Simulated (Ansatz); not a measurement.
# Current against voltage: bond stretched by 1.5 Å, between Na atomic chains

Is the junction ohmic, and where does the voltage drop?

Program: Ansatz 0.2.0. Level of theory: DFT PBE, plane waves, PAW; current against voltage, self-consistent under bias. Results are calculated unless marked as measured.

## 1. The starting structure

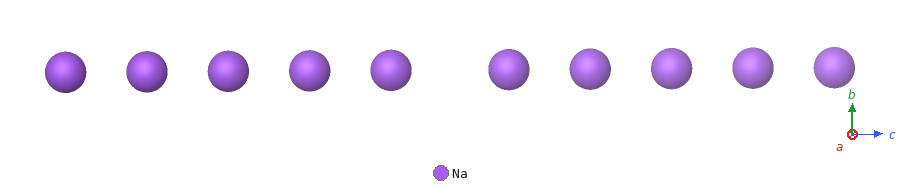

Start, viewed in part; sodium purple. Drawn is a stretch of 32 Å of the 79 Å that the atoms span along c, seen along the normal of the bc plane.

The cell holds 24 atoms: 24 Na. Its edges and angles: a = 6.000 Å, b = 6.000 Å, c = 92.550 Å, α = 90.0°, β = 90.0°, γ = 90.0°. Electrodes: Na atomic chain; the apex atoms were set 4.850 Å apart. Regions: lower lead, 12 atoms (12 Na); upper lead, 12 atoms (12 Na). Vacuum lies along a, b and c.

## 2. Current against voltage

Vacuum beyond both ends lets the two leads hold different Fermi levels, and the density is solved anew at each bias. Each lead has 12 atoms, since a wire screens slowly.

input.yaml reads:

```yaml
crystal:
  lattice:
    - [6.0, 0.0, 0.0]
    - [0.0, 6.0, 0.0]
    - [0.0, 0.0, 92.55]
  atoms:
    - { symbol: Na, position: [0.5, 0.5, 0.0] }
    - { symbol: Na, position: [0.5, 0.5, 0.03619665] }
    - { symbol: Na, position: [0.5, 0.5, 0.072393301] }
    - { symbol: Na, position: [0.5, 0.5, 0.108589951] }
    - { symbol: Na, position: [0.5, 0.5, 0.144786602] }
    - { symbol: Na, position: [0.5, 0.5, 0.180983252] }
    - { symbol: Na, position: [0.5, 0.5, 0.217179903] }
    - { symbol: Na, position: [0.5, 0.5, 0.253376553] }
    - { symbol: Na, position: [0.5, 0.5, 0.289573204] }
    - { symbol: Na, position: [0.5, 0.5, 0.325769854] }
    - { symbol: Na, position: [0.5, 0.5, 0.361966505] }
    - { symbol: Na, position: [0.5, 0.5, 0.398163155] }
    - { symbol: Na, position: [0.5, 0.5, 0.450567261] }
    - { symbol: Na, position: [0.5, 0.5, 0.486763911] }
    - { symbol: Na, position: [0.5, 0.5, 0.522960562] }
    - { symbol: Na, position: [0.5, 0.5, 0.559157212] }
    - { symbol: Na, position: [0.5, 0.5, 0.595353863] }
    - { symbol: Na, position: [0.5, 0.5, 0.631550513] }
    - { symbol: Na, position: [0.5, 0.5, 0.667747164] }
    - { symbol: Na, position: [0.5, 0.5, 0.703943814] }
    - { symbol: Na, position: [0.5, 0.5, 0.740140465] }
    - { symbol: Na, position: [0.5, 0.5, 0.776337115] }
    - { symbol: Na, position: [0.5, 0.5, 0.812533766] }
    - { symbol: Na, position: [0.5, 0.5, 0.848730416] }
kpoints:
  mp_grid: { grid: [1, 1, 1] }
scf:
  occupations: { method: fermi_dirac, width: 0.1 }
hamiltonian:
  xc: pbe
output:
  current_voltage:
    leads: [[5, 6], [17, 18]]
    bias: [0.3, 0.6, 1.0, 1.5]
    electrode_ends: [11, 12]
    kmesh: [1, 1]
  write_potential: true
  write_density: true
  volumetric_format: npy
basis:
  ecutwfc: "340 eV"
```

Launch:

```sh
$ ansatz run input.yaml --threads 4 --pin off --max-ram 16384MiB --backend cpu --events-out ev --progress --plain --runs-dir out
```

Numbers of over 12 decimals in the logs are rounded to 6 here.

What it wrote:

```text
Warning: basis.ecutwfc = 340 eV is below the records' recommended 420 eV, and the density's cutoff is lower with it unless basis.ecutrho_ratio is high enough to keep the records' density cutoff: compare with a run at a higher cutoff
Engine: ansatz 0.2.0, aarch64-unknown-linux-gnu
Pseudopotentials: kind: paw
Pseudopotential: Na, paw, valence charge 9, recommended cutoff 420 eV (normal), Na.paw.azcp
Functional definition: PBE
  parameter kappa = 0.804
  parameter beta = 0.066725
  exchange = pbe_x(kappa = kappa, mu = beta*pi^2/3)
  correlation = pbe_c(beta = beta)
Crystal: 24 atoms, lattice volume = 3331.800 Å³
Basis set: ecut = 340 eV, 47219 PW (Γ)
Bands: 132, of which v1, the nominal top of the filled ones, is band 108 counted from 1 (107 counted from 0)
Symmetry: 16 space group operations
Space group: P4/mmm (ITA 123), of the structure as read, at distance tolerance 1.5e-4 Å
k-points: 1
Non-local potential: Na, projectors of the file, l = 0: 3, l = 1: 2, l = 2: 1
PAW form: soft (Blöchl's): semilocal exchange-correlation on the pseudo side does not see the compensation charge
PAW one-centre angular grid: Na, 110 points (default); XC on 64 Gauss nodes
Initial density: superposition of atomic densities (neutral atoms: chi_scale 0, normalization atom), corrected by the library's trained network
Initial wavefunctions: pseudopotential atomic-orbital guess
Functional: x = pbe(κ = 0.804, μ = 0.219515), c = pbe(β = 0.066725)
SCF iter   1: F=—  HF=-35670.523260 eV  |F-HF|=—  |Δ(HF+E_count)|=         —  Δρ=2.97e-3  dr2=2.33e1  ethr=1.77e-3  ⟨swp⟩=17.0  Hψ=776  notcnv=0
preconditioner: auto → LDOS  [metal: Δε(μ)=0.176 eV  Ē_g=2.505 eV  σ=0.100 eV  W_gap=0.41  n_scr=322 (ndim 8)  ℏωp=3.2 eV  f_vac=0.439  D(μ)=15.45/eV (n_scr^D=26)  β→1.0]
SCF iter   2: F=—  HF=-35670.218327 eV  |F-HF|=—  |Δ(HF+E_count)|=   3.05e-1  Δρ=1.42e-3  dr2=1.08e0  ethr=1.77e-3  ⟨swp⟩=5.0  Hψ=200  notcnv=0  defer=4
SCF iter   3: F=—  HF=-35670.207720 eV  |F-HF|=—  |Δ(HF+E_count)|=   1.06e-2  Δρ=6.70e-4  dr2=6.66e-2  ethr=5.02e-4  ⟨swp⟩=5.0  Hψ=183  notcnv=0  defer=4
SCF iter   4: F=—  HF=-35670.212901 eV  |F-HF|=—  |Δ(HF+E_count)|=   5.18e-3  Δρ=5.57e-4  dr2=9.35e-3  ethr=3.08e-5  ⟨swp⟩=4.0  Hψ=259  notcnv=0  defer=2
SCF iter   5: F=—  HF=-35670.209771 eV  |F-HF|=—  |Δ(HF+E_count)|=   3.13e-3  Δρ=1.10e-4  dr2=8.98e-4  ethr=4.33e-6  ⟨swp⟩=2.0  Hψ=214  notcnv=0  defer=2
SCF iter   6: F=—  HF=-35670.209868 eV  |F-HF|=—  |Δ(HF+E_count)|=   9.76e-5  Δρ=2.73e-5  dr2=1.52e-4  ethr=4.16e-7  ⟨swp⟩=2.0  Hψ=219  notcnv=0  defer=2
SCF iter   7: F=—  HF=-35670.209910 eV  |F-HF|=—  |Δ(HF+E_count)|=   4.19e-5  Δρ=1.07e-5  dr2=1.94e-5  ethr=7.05e-8  ⟨swp⟩=2.0  Hψ=147  notcnv=0  defer=2
SCF iter   8: F=—  HF=-35670.210074 eV  |F-HF|=—  |Δ(HF+E_count)|=   1.64e-4  Δρ=3.08e-6  dr2=1.64e-6  ethr=8.96e-9  ⟨swp⟩=2.0  Hψ=146  notcnv=0  defer=2
SCF iter   9: F=—  HF=-35670.210075 eV  |F-HF|=—  |Δ(HF+E_count)|=   9.37e-7  Δρ=1.10e-6  dr2=3.52e-7  ethr=7.57e-10  ⟨swp⟩=2.0  Hψ=214  notcnv=0  defer=2
SCF iter  10: F=-35670.210075 eV  HF=-35670.210075 eV  |F-HF|=1.50e-9  |Δ(HF+E_count)|=   3.38e-8  Δρ=4.13e-7  dr2=1.07e-8  ethr=4.63e-11  ⟨swp⟩=33.0  Hψ=720  notcnv=0
SCF 1 converged in 10 iterations: F = -35670.210075 eV  dr2 = 1.07e-8
  greatest PAW one-centre occupation: 1.000 electrons in one spin orbital (limit 2), on the Na atom at site 21 (counted from 0), in its partial waves of l = 0
bias +0 V, iteration  1: dr2 9.70e-3 eV, mean Fermi level -2.1429 eV
bias +0 V, iteration  2: dr2 7.30e-4 eV, mean Fermi level -2.1414 eV
bias +0 V, iteration  3: dr2 8.78e-5 eV, mean Fermi level -2.1418 eV
bias +0 V, iteration  4: dr2 1.43e-5 eV, mean Fermi level -2.1416 eV
bias +0 V, iteration  5: dr2 3.01e-7 eV, mean Fermi level -2.1415 eV
bias +0 V, iteration  6: dr2 3.97e-8 eV, mean Fermi level -2.1414 eV
bias +0.3 V, iteration  1: dr2 7.35e0 eV, mean Fermi level -2.1354 eV
bias +0.3 V, iteration  2: dr2 3.95e-1 eV, mean Fermi level -2.1402 eV
bias +0.3 V, iteration  3: dr2 1.46e-2 eV, mean Fermi level -2.1393 eV
bias +0.3 V, iteration  4: dr2 3.06e-4 eV, mean Fermi level -2.1394 eV
bias +0.3 V, iteration  5: dr2 3.70e-5 eV, mean Fermi level -2.1394 eV
bias +0.3 V, iteration  6: dr2 6.81e-6 eV, mean Fermi level -2.1394 eV
bias +0.3 V, iteration  7: dr2 1.10e-6 eV, mean Fermi level -2.1394 eV
bias +0.3 V, iteration  8: dr2 3.64e-7 eV, mean Fermi level -2.1394 eV
bias +0.3 V, iteration  9: dr2 3.74e-8 eV, mean Fermi level -2.1394 eV
bias +0.6 V, iteration  1: dr2 2.44e-1 eV, mean Fermi level -2.1294 eV
bias +0.6 V, iteration  2: dr2 1.01e-2 eV, mean Fermi level -2.1314 eV
bias +0.6 V, iteration  3: dr2 2.20e-3 eV, mean Fermi level -2.1310 eV
bias +0.6 V, iteration  4: dr2 1.10e-4 eV, mean Fermi level -2.1312 eV
bias +0.6 V, iteration  5: dr2 8.02e-5 eV, mean Fermi level -2.1312 eV
bias +0.6 V, iteration  6: dr2 1.31e-5 eV, mean Fermi level -2.1312 eV
bias +0.6 V, iteration  7: dr2 7.12e-7 eV, mean Fermi level -2.1312 eV
bias +0.6 V, iteration  8: dr2 3.43e-8 eV, mean Fermi level -2.1312 eV
bias +1 V, iteration  1: dr2 3.90e-1 eV, mean Fermi level -2.1035 eV
[...]
bias +1.5 V, iteration  6: dr2 5.34e-4 eV, mean Fermi level -2.0736 eV
bias +1.5 V, iteration  7: dr2 2.77e-4 eV, mean Fermi level -2.0740 eV
bias +1.5 V, iteration  8: dr2 4.89e-5 eV, mean Fermi level -2.0740 eV
bias +1.5 V, iteration  9: dr2 9.39e-6 eV, mean Fermi level -2.0741 eV
bias +1.5 V, iteration 10: dr2 2.07e-6 eV, mean Fermi level -2.0741 eV
bias +1.5 V, iteration 11: dr2 1.01e-6 eV, mean Fermi level -2.0741 eV
bias +1.5 V, iteration 12: dr2 5.93e-7 eV, mean Fermi level -2.0741 eV
bias +1.5 V, iteration 13: dr2 1.12e-8 eV, mean Fermi level -2.0741 eV
transmission: 8 of 46 steps passed
transmission: 16 of 46 steps passed
[...]
transmission: 46 of 46 steps passed
WARN: The output density's exchange-correlation potential varies sharply where the density is thin. Do not read a vacuum level from v_tot or v_xc, or from such a field of the output density. On a cell that repeats whose density bears no net charge and no dipole along the vacuum's axis use v_es (v_loc + v_h of the components); under efield.dipole_correction with no amplitude use v_es + v_field, which holds any externa [...]
SCF converged after 10 iterations
Free energy (F): -35670.210075 eV
Harris-Foulkes:  -35670.210075 eV  (|F-HF|=1.50e-9)
Internal energy: -35669.686583 eV  (E = F + TS)
E sigma→0 (E₀):  -35669.948329 eV
Entropy (-TS):   -0.523492 eV (-21.812 meV/atom)
Fermi energy:    -2.136463 eV
--- Per-component energies (eV) ---
  E_band       = -6676.039096
  E_kinetic    = 2853.698732
  E_local      = -65165.214244  (includes V_loc(G=0)·N_el)
  E_nonlocal   = 2755.742051
  E_hartree    = 27497.361252
  E_xc         = -896.185963
  E_vxc        = -1150.737616  (∫ρ·V_xc dr)
  E_paw        = -6317.691925  (= ΣΔE_a)
  E_vpaw       = -964.246283  (= ΣTr[D̂ρ^β])
  E_aug_tail   = -0.000843  (compensation charges beyond the density's cutoff)
  E_ewald      = 3602.604357
  E_smearing   = -0.523492  (= −TS)
  E_closure    = -0.000000  (closes the sum)
  Σ components = -35670.210075   (vs F -35670.210075, Δ=0.00e0)
--- Band table (eV) ---
  k-point 0: bands = [... 104 lower, -2.5125, -2.4586, -2.3047, -2.2321, -2.0601, -1.9702, -1.7612, -1.6529, ... 20 higher]
--- Current–voltage curve ---
  leads      : [5, 6] from 0.00 to 36.85 and [17, 18] from 41.70 to 78.55 Å, reservoirs outside 23.45 and 55.10
  electrodes : end at 36.85 and 41.70 Å
  density    : 303 bands, filled at a thermal energy of 2.585e-2 eV; current at 300 K
  bias (V)   current (A)   every other point   every other energy   edges, levels   drop (V)   electrons moved   misfit (meV)   iterations
        +0      0.0000e0                   -             0.0000e0        0.0000e0     +0.000            0.00e0           11.5   6
      +0.3     1.6619e-5                   -            1.6619e-5        0.0000e0     +0.109           1.03e-2           46.8   9
      +0.6     3.1434e-5                   -            3.1434e-5        0.0000e0     +0.229           2.31e-2           76.2   8
        +1     5.0497e-5                   -            5.0497e-5      1.2502e-11     +0.350           4.07e-2           64.5   10
      +1.5     7.1973e-5                   -            7.1975e-5        0.0000e0     +0.534           6.16e-2           42.4   13
  At 0 V the conductance is 5.6616e-5 S, 1.5727e14 S/m².
```

The job ended after 5.6 min (4 threads of Arm Neoverse V2, shared host; peak memory 3.8 GiB).

Numbers from this step:

```
conductance at zero bias    : 0.7307 G₀
current at the highest bias : 71.97 μA
largest misfit of the leads : 76.23 meV
```

Cell area 36.000 Å^2. Table of current through one cell by bias:

```
bias (V)  current through one cell (μA)
   0.000                              0
   0.300                           16.6
   0.600                           31.4
   1.000                           50.5
   1.500                           72.0
```

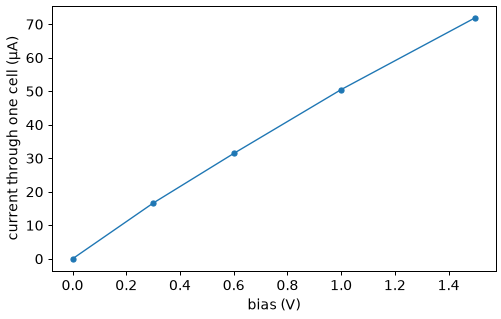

Current through one cell, plotted against bias.

Bias 0 V. The transmission and channels at 0 V by energy, zero at the mean Fermi level:

```
energy (eV)  transmission  channels, lower lead  channels, upper lead
     -0.259         0.621                     1                     1
     -0.233         0.642                     1                     1
     -0.207         0.660                     1                     1
     -0.181         0.677                     1                     1
     -0.155         0.691                     1                     1
     -0.129         0.703                     1                     1
     -0.103         0.713                     1                     1
     -0.078         0.720                     1                     1
     -0.052         0.726                     1                     1
     -0.026         0.730                     1                     1
      0.000         0.733                     1                     1
      0.026         0.734                     1                     1
      0.052         0.734                     1                     1
      0.078         0.734                     1                     1
      0.103         0.732                     1                     1
      0.129         0.730                     1                     1
      0.155         0.728                     1                     1
      0.181         0.726                     1                     1
      0.207         0.724                     1                     1
      0.233         0.722                     1                     1
      0.259         0.721                     1                     1
```

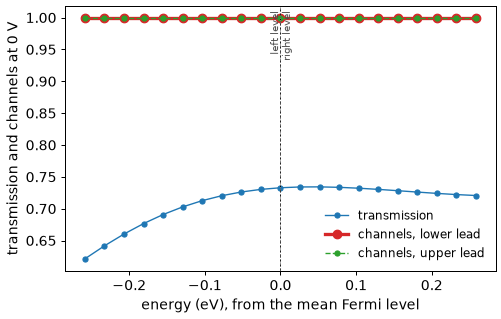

Transmission and channels at 0 V, plotted against energy.

Bias 0.6 V. Transmission and channels at 0.6 V against energy, zero at the mean Fermi level:

```
energy (eV)  transmission  channels, lower lead  channels, upper lead
     -0.491         0.471                     1                     1
     -0.388         0.574                     1                     1
     -0.310         0.617                     1                     1
     -0.207         0.644                     1                     1
     -0.103         0.659                     1                     1
      0.000         0.675                     1                     1
      0.103         0.693                     1                     1
      0.207         0.712                     1                     1
      0.310         0.731                     1                     1
      0.388         0.745                     1                     1
      0.491         0.764                     1                     1
```

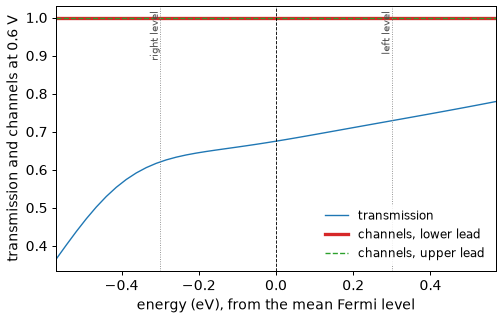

Transmission and channels at 0.6 V against energy.

Bias 1.5 V. Transmission and channels at 1.5 V against energy, zero at the mean Fermi level:

```
energy (eV)  transmission  channels, lower lead  channels, upper lead
     -1.008             0                     0                     1
     -0.905             0                     0                     1
     -0.801             0                     0                     1
     -0.698       0.00459                     1                     1
     -0.595         0.455                     1                     1
     -0.491         0.500                     1                     1
     -0.388         0.504                     1                     1
     -0.310         0.519                     1                     1
     -0.207         0.554                     1                     1
     -0.103         0.599                     1                     1
      0.000         0.645                     1                     1
      0.103         0.688                     1                     1
      0.207         0.726                     1                     1
      0.310         0.759                     1                     1
      0.388         0.779                     1                     1
      0.491         0.804                     1                     1
      0.595         0.826                     1                     1
      0.698         0.848                     1                     1
      0.801         0.871                     1                     1
      0.905         0.893                     1                     1
      1.008         0.916                     1                     1
```

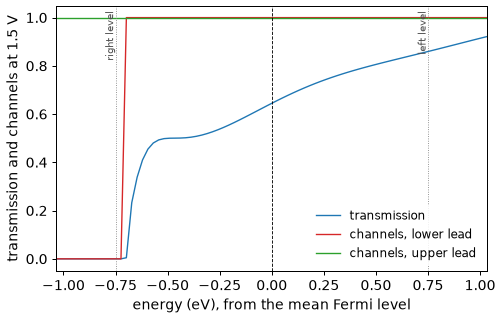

Transmission and channels at 1.5 V against energy.

The Hartree potential energy less that at 0 V, planar mean (0.3 V) oscillates, so the rows of the table below give means over windows of 10 Å about each position, cut where the curve ends. Its maxima inside the range that stand out by 2 % of the span (Å: eV): -0.5: 0.154, 18.0: 0.0516, 24.0: 0.0666, 30.4: 0.0694, 36.7: 0.0712, 44.7: -0.0153, 52.1: -0.0204, 58.9: -0.0367, 67.3: -0.0664. Its minima: 15.9: 0.0412, 20.9: 0.0200, 27.0: 0.0131, 33.5: 0.0111, 41.2: -0.0768, 48.4: -0.0681, 55.5: -0.0653, 65.0: -0.0737, 78.7: -0.145.

Hartree potential energy less that at 0 V, planar mean against z; means over each step:

```
z (Å)  0.3 V (eV)  0.6 V (eV)  1 V (eV)  1.5 V (eV)
    0       0.130       0.275     0.478       0.743
   10      0.0861       0.192     0.338       0.551
   20      0.0440      0.0971     0.158       0.238
   30      0.0353      0.0731     0.128       0.218
   40    -0.00746     -0.0208   -0.0519      -0.123
   50     -0.0421     -0.0957    -0.180      -0.313
   60     -0.0511      -0.125    -0.229      -0.376
   70     -0.0938      -0.200    -0.339      -0.520
   80      -0.108      -0.211    -0.334      -0.475
```

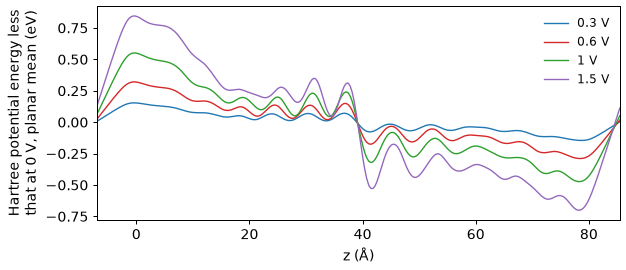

Hartree potential energy less that at 0 V, planar mean, plotted against z.

The electron density less that at 0 V, planar mean (0.3 V) oscillates, so the rows of the table below give means over windows of 10 Å about each position, cut where the curve ends. Its maxima inside the range that stand out by 2 % of the span (Å: e/Å³): -1.1: 7.1e-5, 6.9: 2.4e-5, 12.2: 3.8e-5, 18.3: 9.8e-5, 24.3: 1.4e-4, 30.7: 1.4e-4, 37.3: 1.9e-4, 44.4: 1.1e-4, 52.5: 9.2e-5, 57.9: 5.5e-5, 62.0: 3.9e-5, 67.6: 5.6e-5, 74.0: 3.5e-5. Its minima: 2.7: -1.1e-5, 9.5: -4.1e-5, 15.9: -6.0e-5, 21.2: -1.4e-4, 27.4: -1.4e-4, 33.5: -1.5e-4, 40.7: -1.9e-4, 48.4: -1.0e-4, 55.5: -8.7e-5, 60.2: -4.9e-6, 64.4: -5.4e-5, 71.0: -5.3e-5, 79.7: -6.5e-5.

The electron density less that at 0 V, planar mean by z; means over each step:

```
z (Å)  0.3 V (e/Å³)  0.6 V (e/Å³)  1 V (e/Å³)  1.5 V (e/Å³)
    0        1.8e-5        3.5e-5      5.7e-5        8.2e-5
   10        3.2e-6        1.0e-5      1.8e-5        2.1e-5
   20        7.3e-6        1.9e-6     -2.1e-5       -4.6e-5
   30       -2.9e-5       -4.8e-5     -4.6e-5       -2.1e-5
   40        1.8e-5        3.1e-5      3.5e-5        1.8e-5
   50        3.2e-6        1.6e-5      3.4e-5        5.5e-5
   60       -4.7e-6       -9.5e-6     -2.0e-5       -2.8e-5
   70        4.3e-6        3.6e-6      4.3e-6        7.1e-7
   80       -2.0e-5       -4.0e-5     -6.2e-5       -8.2e-5
```

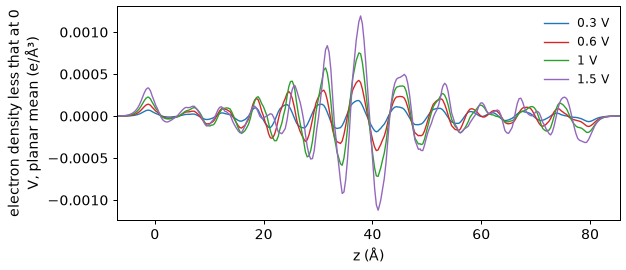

Electron density less that at 0 V, planar mean against z.

By hand: at 1.5 V the window reaches from -0.75 to 0.75 eV, and the mean transmission a spin over it is 0.618. With sharp Fermi edges I = G0 × V × T̄ = 77.48 μS × 1.5 V × 0.618 = 71.8 μA, against 72.0 μA from the program at 300 K.

The zero-bias conductance is 0.731 G₀; current over voltage goes 0.715 at +0.3 V, 0.676 at +0.6 V, 0.652 at +1 V and 0.619 at +1.5 V in the same unit. The leads' misfit reaches 76 meV.

## 3. What came out

```
conductance at zero bias : 0.731 G₀
current at +0.3 V        : 16.6 μA
current at +0.6 V        : 31.4 μA
current at +1 V          : 50.5 μA
current at +1.5 V        : 72.0 μA
```

**Reading.** The junction conducts 0.731 G₀ at zero bias and carries 72.0 μA at 1.50 V. At 1.50 V the current is 0.85 times what the zero-bias conductance would give; over all biases of the sweep that ratio lies between 0.85 and 0.98. Of the 1.50 V, 0.53 V drops at the junction and the rest at the reservoirs. The leads' misfit reaches 76 meV, above the few hundredths of an eV that the manual allows, so the currents are rough. A wire screens slowly, so the current depends on the leads' length and the box width; neither was converged here. Transport is coherent and elastic here: the atoms are frozen, so scattering by vibrations plays no part. The box is narrow for bonds this long, so the chain feels its sideways images. A cutoff under the files' recommended one was taken to save time; its effect on T(E) was not tested here.

[Logs are printed without paths, hosts, clocks, repeated set-up lines and the standing remarks that a program may print on its own settings, such as how far it seeks lower states.]

[Hosts, paths, dates, database ids (printed as entryN), source tags and the programs' standing remarks are cut or masked in the printed files.]
